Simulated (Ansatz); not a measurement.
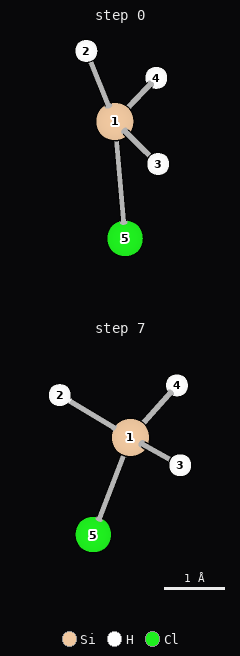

The structure of SiH3Cl before (top) and after (bottom) a relaxation, at one scale.

Style: ball-and-stick. Shown from a free direction.

It is one of the separated products of a reaction.

Theory: Ansatz 0.2.0, RKS PBE0-D4/def2-TZVP.

Input
```yaml
crystal:
  periodic: [false, false, false]
  atoms:
    - {symbol: Si, position_ang: [0.622987, 1.092841, 0.988655]}
    - {symbol: H, position_ang: [-0.293778, 1.916478, 0.081327]}
    - {symbol: H, position_ang: [-0.051266, 1.383482, 2.275844]}
    - {symbol: H, position_ang: [1.923276, 1.699546, 0.623167]}
    - {symbol: Cl, position_ang: [1.778474, -0.624354, 2.115188]}
basis:
  gaussian: {orbitals: def2-TZVP}
hamiltonian: {xc: pbe0, dispersion: d4}
relax: {f_tol: 0.005, max_steps: 200}
```

Run as
```bash
ansatz run in.yaml --threads 8 --pin off --events-out ev --progress --plain --max-ram 19148MiB
```

Describe what moved and what it gained.

Answer. Over 7 geometry steps the energy falls by 2.092 eV. Largest force component: 2.2 eV/Å at the start, 0.0015 eV/Å at the end. The largest move after the best rigid fit is that of H2, 0.77 Å. By element the largest moves are H 0.77 Å, Cl 0.63 Å, Si 0.27 Å. Among the contacts that change: Si1–Cl5 2.356 → 2.054 Å, Si1–H2 1.530 → 1.481 Å. Bond angles that change, for instance: H2–Si1–Cl5 165.8° → 108.5°, H3–Si1–Cl5 87.2° → 108.5°, H4–Si1–Cl5 89.2° → 108.5°.
